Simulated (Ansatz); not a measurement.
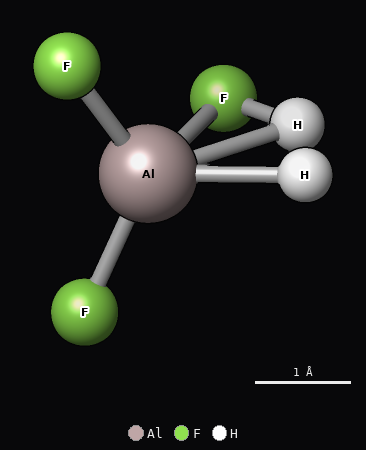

**Figure 1.** The structure as given in the input (ball-and-stick view, seen at a tilt). Sticks mark near contacts.

## Phonon calculation of AlH₂F₃

- system: AlH₂F₃
- method: RKS B3LYP/def2-SVP (Ansatz 0.2.0)

It belongs to a series of runs on one base structure; here: vibrations at the highest image of the band.

The input
```yaml
crystal:
  periodic: [false, false, false]
  atoms:
    - { symbol: Al, position_ang: [0.016362, -0.342089, -0.079013] }
    - { symbol: F, position_ang: [0.019144, -0.042773, 1.779885] }
    - { symbol: F, position_ang: [1.443017, 0.168077, -0.743454] }
    - { symbol: F, position_ang: [-1.44106, 0.099476, -0.725633] }
    - { symbol: H, position_ang: [0.057455, -1.858767, 0.638638] }
    - { symbol: H, position_ang: [0.040982, -1.107423, 1.600776] }
basis:
  gaussian: { orbitals: def2-SVP }
hamiltonian:
  xc: b3lyp
phonons: {}
```

Hardware: 2 threads of Intel Xeon (Granite Rapids), 64 GiB of memory available, shared host.

Command:
```bash
ansatz run input.yaml --threads 2 --pin off --max-ram 3072MiB --backend cpu --events-out ev --progress --plain --runs-dir out
```

The program's output
```
Engine: ansatz 0.2.0, x86_64-unknown-linux-gnu
Functional definition: B3LYP
  parameter a0 = 0.2
  parameter ax = 0.72
  parameter ac = 0.81
  exchange = (1 - a0 - ax)*slater_x + ax*b88_x + a0*exact_x
  correlation = (1 - ac)*vwn_rpa_c + ac*lyp_c
689 factors; integrals over basis functions are off by at most 3.8e-4 eV
mean field evaluation 1: about -14771.7243 eV, gradient 5.4e1 eV
mean field evaluation 2: about -14763.2589 eV, gradient 9.3e1 eV
mean field evaluation 4: about -14776.1560 eV, gradient 2.5e0 eV
mean field evaluation 8: about -14776.1823 eV, gradient 3.1e-2 eV
mean field -14776.18231194 eV, -543.0146843077 hartree, gradient 8.7e-6 eV, S^2 0.000000; 0 other end points of the search recorded, 0 dependent functions left out
the calculation of the forces begins
reference -14776.18253457 eV, -543.0146924892 hartree; 21, 21 occupied and 49, 49 virtual orbitals, 689 factors
these checks for a lower state are left out or cut short: stability, starts, cluster_reference, orbital_swaps, neighbouring_geometries, increment
689 factors; integrals over basis functions are off by at most 3.8e-4 eV
mean field evaluation 16: about -14776.1646 eV, gradient 1.9e-1 eV
mean field -14776.18216069 eV, -543.0146787494 hartree, gradient 2.0e-6 eV, S^2 0.000000; 0 other end points of the search recorded, 0 dependent functions left out
[... from here on the field's lines of each further geometry are left out, up to the last ...]
the calculation of the forces begins
reference -14776.18251725 eV, -543.0146918526 hartree; 21, 21 occupied and 49, 49 virtual orbitals, 689 factors
these checks for a lower state are left out or cut short: stability, starts, cluster_reference, orbital_swaps, neighbouring_geometries, increment
689 factors; integrals over basis functions are off by at most 3.8e-4 eV
mean field evaluation 224: about -14776.1823 eV, gradient 2.2e-5 eV
mean field -14776.18230438 eV, -543.0146840301 hartree, gradient 5.2e-7 eV, S^2 0.000000; 0 other end points of the search recorded, 0 dependent functions left out
the calculation of the forces begins
reference -14776.18252702 eV, -543.0146922118 hartree; 21, 21 occupied and 49, 49 virtual orbitals, 689 factors
WARN: phonons: modes at or below zero, which the zero-point energy, F, S and C_V leave out: 1, the lowest at -725.38 cm⁻¹. A minimum has none, and a first-order saddle one
Total energy: -14776.18253457 eV, -543.0146924892 hartree
Atom 0 at     0.016362    -0.342089    -0.079013 Å, force     0.002821    -0.030452     0.021241 eV/Å
Atom 1 at     0.019144    -0.042773     1.779885 Å, force    -0.005020    -0.025073     0.019302 eV/Å
Atom 2 at     1.443017     0.168077    -0.743454 Å, force    -0.013301     0.010471    -0.015923 eV/Å
Atom 3 at    -1.441060     0.099476    -0.725633 Å, force     0.013010     0.010359    -0.016929 eV/Å
Atom 4 at     0.057455    -1.858767     0.638638 Å, force    -0.006702    -0.002445    -0.005729 eV/Å
Atom 5 at     0.040982    -1.107423     1.600776 Å, force     0.009193     0.037139    -0.001962 eV/Å
Dipole moment:     0.008742    -0.303607     0.347977 e Å
Vibrations: -725.38 169.11 227.33 318.07 475.75 697.74 790.20 963.70 1141.31 1175.50 1691.49 2160.26 cm⁻¹, zero-point energy 0.608171 eV
```

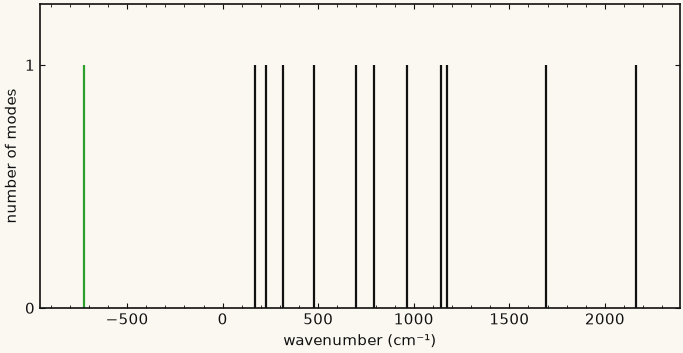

**Figure 2.** Harmonic vibrational wavenumbers from the force constants; neighbouring modes closer than 13 cm⁻¹ are counted in one stick, and imaginary ones are drawn at negative wavenumbers. 12 modes from 725i to 2160 cm⁻¹, 1 imaginary beyond 8i (725i cm⁻¹): a first-order saddle point, if the geometry is stationary.

Key numbers

```json
{"quantity": "outcome", "value": "converged"}
{"quantity": "total energy", "value": "−14776.1825 eV"}
{"quantity": "mean-field energy", "value": "−14776.1825 eV"}
{"quantity": "largest force (length of the vector)", "value": "0.038 eV/Å"}
{"quantity": "wall time", "value": "14 s (CPU time 25 s)"}
{"quantity": "peak memory", "value": "0.14 GiB"}
```
